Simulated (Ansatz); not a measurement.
# C2H5AlBN (SMILES B[C]1=C[NH][AlH]1): levels of theory compared

We compute a comparison of 6 runs (HF/3-21G, BHLYP/6-31G*, BLYP/6-31G*, r2SCAN/6-31G*, wB97X/6-31G*, CCSD/6-31G*) of C2H5AlBN. 

The calculation is run with Ansatz 0.2.0.

127 further runs of the same task are left out: 127 set aside as unsound or not needed.

### 1 The system as given

C2H5AlBN has 10 atoms, charge 0, and is taken as a singlet. SMILES: `B[C]1=C[NH][AlH]1`. The B1–H7 distance was set to 2.161 Å, away from the relaxed value. At this shape a bond of the SMILES string is far longer than usual.

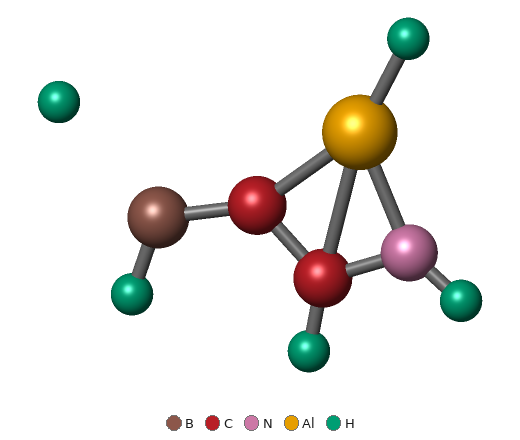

The structure, seen from a chosen angle (boron brown, carbon red, nitrogen pink, aluminium amber, hydrogen teal).

### 2 A single-point energy at HF/3-21G (run 1)

job.yaml reads:

```yaml
crystal:
  periodic: [false, false, false]
  atoms:
    - symbol: B
      position_ang: [-1.394436, 0.081756, -0.607606]
    - symbol: C
      position_ang: [-0.285236, -0.252144, 0.332294]
    - symbol: C
      position_ang: [-0.456436, -0.966244, 1.513394]
    - symbol: "N"
      position_ang: [0.679464, -1.168444, 2.233894]
    - symbol: Al
      position_ang: [1.547064, -0.230044, 0.891594]
    - symbol: H
      position_ang: [-2.517136, -0.277944, -0.350606]
    - symbol: H
      position_ang: [-1.076200, 1.195400, -2.432600]
    - symbol: H
      position_ang: [-1.414436, -1.354144, 1.872794]
    - symbol: H
      position_ang: [0.650564, -1.674344, 3.100794]
    - symbol: H
      position_ang: [3.076964, 0.140556, 0.748894]
basis:
  gaussian:
    orbitals: 3-21G.json
hamiltonian:
  xc: hf
accuracy: high
output: {orbitals: {seedname: orbitals}}
```

The basis set 3-21G is read from a file made from the Basis Set Exchange's data (not shown).

Launch:

```sh
$ ansatz run job.yaml --threads 1 --pin off --max-ram 3480MiB --events-out events.jsonl --progress --plain --runs-dir runs
```

Standard output:

```text
Warning: RAYON_NUM_THREADS=1 ignored (pool sized by the plan → 1); use --threads N
Functional definition: HF
  name "HF"
  exchange = exact_x
  correlation = 0
1468 factors; integrals over basis functions are off by at most 4.3e-9 eV
mean field evaluation 1: about -10808.8969 eV, gradient 3.1e1 eV
mean field evaluation 2: about -10809.2513 eV, gradient 3.2e1 eV
mean field evaluation 4: about -10812.0511 eV, gradient 3.2e0 eV
mean field evaluation 8: about -10812.1019 eV, gradient 2.2e-1 eV
mean field evaluation 16: about -10812.1022 eV, gradient 3.8e-8 eV
mean field -10812.10216583 eV, -397.3374258880 hartree, gradient 3.8e-8 eV, S^2 0.000000; 0 other end points of the search recorded, 0 dependent functions left out
reference -10812.10216583 eV, -397.3374258880 hartree; 21, 21 occupied and 38, 38 virtual orbitals, 1468 factors
Total energy: -10812.10216583 eV, -397.3374258880 hartree
```

Run time: 1.1 s. Hardware: 1 thread of Arm Neoverse V1, shared host; peak memory 0.14 GiB.

### 3 A single-point energy at BHLYP/6-31G(d) (spherical functions) (run 2)

input.yaml reads:

```yaml
basis:
  gaussian:
    orbitals: 6-31G_st_-spherical.json
crystal:
  periodic: [false, false, false]
  atoms:
    - {symbol: B, position_ang: [-1.394436, 0.081756, -0.607606]}
    - {symbol: C, position_ang: [-0.285236, -0.252144, 0.332294]}
    - {symbol: C, position_ang: [-0.456436, -0.966244, 1.513394]}
    - {symbol: "N", position_ang: [0.679464, -1.168444, 2.233894]}
    - {symbol: Al, position_ang: [1.547064, -0.230044, 0.891594]}
    - {symbol: H, position_ang: [-2.517136, -0.277944, -0.350606]}
    - {symbol: H, position_ang: [-1.076200, 1.195400, -2.432600]}
    - {symbol: H, position_ang: [-1.414436, -1.354144, 1.872794]}
    - {symbol: H, position_ang: [0.650564, -1.674344, 3.100794]}
    - {symbol: H, position_ang: [3.076964, 0.140556, 0.748894]}
output: {orbitals: {seedname: orbitals}}
accuracy: high
hamiltonian:
  xc: {name: BHLYP}
```

The basis set 6-31G* is read from a file made from the Basis Set Exchange's data (not shown).

Launch:

```sh
$ ansatz run input.yaml --threads 1 --pin off --max-ram 3480MiB --events-out events.jsonl --progress --plain --runs-dir runs
```

Standard output:

```text
Warning: RAYON_NUM_THREADS=1 ignored (pool sized by the plan → 1); use --threads N
Functional definition: BHLYP
  name "BHLYP"
  parameter a = 0.5
  exchange = (1 - a)*b88_x + a*exact_x
  correlation = lyp_c
2025 factors; integrals over basis functions are off by at most 3.4e-9 eV
mean field evaluation 1: about -10905.8954 eV, gradient 4.8e1 eV
mean field evaluation 2: about -10905.5899 eV, gradient 4.8e1 eV
mean field evaluation 4: about -10911.1809 eV, gradient 3.3e0 eV
mean field evaluation 8: about -10911.2918 eV, gradient 2.3e-1 eV
mean field evaluation 16: about -10911.2919 eV, gradient 1.1e-4 eV
mean field -10911.29189573 eV, -400.9825812289 hartree, gradient 4.8e-8 eV, S^2 0.000000; 0 other end points of the search recorded, 0 dependent functions left out
reference -10911.29192602 eV, -400.9825823418 hartree; 21, 21 occupied and 63, 63 virtual orbitals, 2025 factors
Total energy: -10911.29192602 eV, -400.9825823418 hartree
```

Run time: 10 s. Hardware: 1 thread of Arm Neoverse V1, shared host; peak memory 0.29 GiB.

Run 3 isn't shown in full; the table further down has it.

### 4 A single-point energy at r2SCAN/6-31G(d) (spherical functions) (run 4)

run.yaml reads:

```yaml
crystal:
  periodic: [false, false, false]
  atoms:
    - {symbol: B, position_ang: [-1.394436, 0.081756, -0.607606]}
    - {symbol: C, position_ang: [-0.285236, -0.252144, 0.332294]}
    - {symbol: C, position_ang: [-0.456436, -0.966244, 1.513394]}
    - {symbol: "N", position_ang: [0.679464, -1.168444, 2.233894]}
    - {symbol: Al, position_ang: [1.547064, -0.230044, 0.891594]}
    - {symbol: H, position_ang: [-2.517136, -0.277944, -0.350606]}
    - {symbol: H, position_ang: [-1.076200, 1.195400, -2.432600]}
    - {symbol: H, position_ang: [-1.414436, -1.354144, 1.872794]}
    - {symbol: H, position_ang: [0.650564, -1.674344, 3.100794]}
    - {symbol: H, position_ang: [3.076964, 0.140556, 0.748894]}
basis:
  gaussian: {orbitals: 6-31G_st_-spherical.json}
accuracy: high
output: {orbitals: {seedname: orbitals}}
hamiltonian: {xc: r2scan}
```

The basis set 6-31G* is read from a file made from the Basis Set Exchange's data (not shown).

Launch:

```sh
$ ansatz run run.yaml --threads 1 --pin off --max-ram 3480MiB --events-out events.jsonl --progress --plain --runs-dir runs
```

Standard output:

```text
Warning: RAYON_NUM_THREADS=1 ignored (pool sized by the plan → 1); use --threads N
Functional definition: r2SCAN
  name "r2SCAN"
  parameter k0 = 0.174
  parameter k1 = 0.065
  parameter a1 = 4.9479
  exchange = r2scan_x(k0 = k0, k1 = k1, a1 = a1)
  correlation = r2scan_c
2025 factors; integrals over basis functions are off by at most 3.4e-9 eV
mean field evaluation 1: about -10901.4433 eV, gradient 6.2e1 eV
mean field evaluation 2: about -10856.5146 eV, gradient 1.2e2 eV
mean field evaluation 4: about -10909.2370 eV, gradient 1.9e1 eV
mean field evaluation 8: about -10910.6838 eV, gradient 4.7e-1 eV
mean field evaluation 16: about -10910.6794 eV, gradient 1.4e-4 eV
mean field -10910.67941105 eV, -400.9600728321 hartree, gradient 6.1e-8 eV, S^2 0.000000; 0 other end points of the search recorded, 0 dependent functions left out
reference -10910.67941205 eV, -400.9600728686 hartree; 21, 21 occupied and 63, 63 virtual orbitals, 2025 factors
Total energy: -10910.67941205 eV, -400.9600728686 hartree
```

It took 16 s on 1 thread of Arm Neoverse V1, shared host; peak memory 0.3 GiB.

Run 5 isn't shown in full; the table further down has it.

### 5 The energy at CCSD/6-31G(d) (spherical functions) (run 6)

in.yaml reads:

```yaml
basis:
  gaussian:
    orbitals: 6-31G_st_-spherical.json
crystal:
  periodic: [false, false, false]
  atoms:
    - {symbol: B, position_ang: [-1.394436, 0.081756, -0.607606]}
    - {symbol: C, position_ang: [-0.285236, -0.252144, 0.332294]}
    - {symbol: C, position_ang: [-0.456436, -0.966244, 1.513394]}
    - {symbol: "N", position_ang: [0.679464, -1.168444, 2.233894]}
    - {symbol: Al, position_ang: [1.547064, -0.230044, 0.891594]}
    - {symbol: H, position_ang: [-2.517136, -0.277944, -0.350606]}
    - {symbol: H, position_ang: [-1.076200, 1.195400, -2.432600]}
    - {symbol: H, position_ang: [-1.414436, -1.354144, 1.872794]}
    - {symbol: H, position_ang: [0.650564, -1.674344, 3.100794]}
    - {symbol: H, position_ang: [3.076964, 0.140556, 0.748894]}
correlation:
  method: ccsd
  frozen_orbitals: {Al: 5, B: 1, C: 1, H: 0, "N": 1}
accuracy: high
scf:
  omitted_lower_state_checks: [cluster_reference, increment]
```

The basis set 6-31G* is read from a file made from the Basis Set Exchange's data (not shown).

Launch:

```sh
$ ansatz run in.yaml --threads 1 --pin off --max-ram 3480MiB --events-out events.jsonl --progress --plain --runs-dir runs
```

Standard output (excerpt; [...] marks lines left out):

```text
Warning: RAYON_NUM_THREADS=1 ignored (pool sized by the plan → 1); use --threads N
Functional definition: HF
  name "HF"
[...]
2025 factors; integrals over basis functions are off by at most 3.4e-9 eV
[...]
mean field -10871.58994281 eV, -399.5235613701 hartree, gradient 2.8e-8 eV, S^2 0.000000; 1 other end points of the search recorded, 0 dependent functions left out; unrestricted orbitals would lower it
9 core orbitals not correlated: weight in the atoms' cores, before any rotation towards them, 1.000 or more for the frozen orbitals, at most 0.000 for the correlated occupied ones
reference -10871.58994281 eV, -399.5235613701 hartree; 12, 12 occupied and 63, 63 virtual orbitals, 2025 factors
second order -14.68172868 eV of doubles, -0.00000000 eV of singles
cycle   1  -15.14805428 eV  change   -4.7e-1 eV  update   1.3e-1
[...]
cycle  24  -15.97699062 eV  change   -1.3e-9 eV  update   2.7e-9
Total energy: -10887.56693343 eV, -400.1107049458 hartree
Checks for a lower state left out: cluster_reference, increment
```

It took 15 s on 1 thread of Arm Neoverse V1, shared host; peak memory 0.47 GiB.

### 6 The series

```tsv
run	level	frozen core orbitals	energy (Eh)	HOMO energy (eV)	LUMO energy (eV)	HOMO–LUMO gap (eV)	wall time
1	HF/3-21G	–	-397.337426	-8.13	1.31	9.44	1.1 s
2	BHLYP/6-31G* (spherical functions)	–	-400.982582	-6.77	-0.81	5.96	10 s
3	BLYP/6-31G* (spherical functions)	–	-401.018570	-4.57	-2.45	2.12	8.1 s
4	r2SCAN/6-31G* (spherical functions)	–	-400.960073	-4.99	-2.35	2.63	16 s
5	wB97X/6-31G* (spherical functions)	–	-401.026939	-8.12	0.33	8.45	35 s
6	CCSD/6-31G* (spherical functions)	9	-400.110705	–	–	–	15 s
```

### 7 Outcome

| quantity | value |
| --- | --- |
| run 6: total energy | -400.11070 Eh |
| run 6: correlation energy (9 core orbitals frozen) | -587.1 mEh |
| run 6: T1 diagnostic | 0.023 |

**Reading.** Over runs 1, 2, 3, 4, 5 the HOMO–LUMO gap runs from 2.12 eV (BLYP/6-31G*) to 9.44 eV (HF/3-21G). The two ends differ in method and basis. Totals of different functionals can't be ranked against each other. In run 6 the log says that unrestricted orbitals would lower the reference, so the values rest on an unstable closed-shell determinant (other closed-shell runs at this shape may share the fault). All runs together took 85 s, the longest 35 s.
